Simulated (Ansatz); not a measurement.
The figure comes from a scan of GaN (zinc blende): the cell is scaled evenly about its relaxed volume V₀. Computed with r2SCAN (plane waves to 500 eV, PAW, scalar-relativistic; Ansatz, a program for electronic structure). k mesh 13×13×13 (Γ-centred), Fermi-Dirac smearing 0.05 eV. Energies are smeared free energies. GaN was relaxed with its symmetry unable to fall. ΔE is measured from the relaxed starting cell.

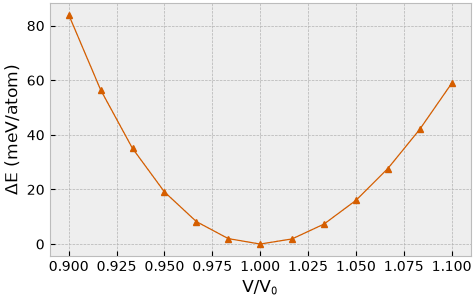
*ΔE (meV/atom) against V/V₀; computed points joined by lines.*

Read the plotted values off the figure, to the accuracy that the plot allows.

To the nearest 2:

| V/V₀ | ΔE (meV/atom) |
|---|---|
| 0.900 | 84 |
| 0.917 | 56 |
| 0.933 | 36 |
| 0.950 | 20 |
| 0.967 | 8 |
| 0.983 | 2 |
| 1.000 | 0 |
| 1.017 | 2 |
| 1.033 | 8 |
| 1.050 | 16 |
| 1.067 | 28 |
| 1.083 | 42 |
| 1.100 | 58 |

(Under strain, the slope of the energy per volume gives the stress and its curvature an elastic modulus.)
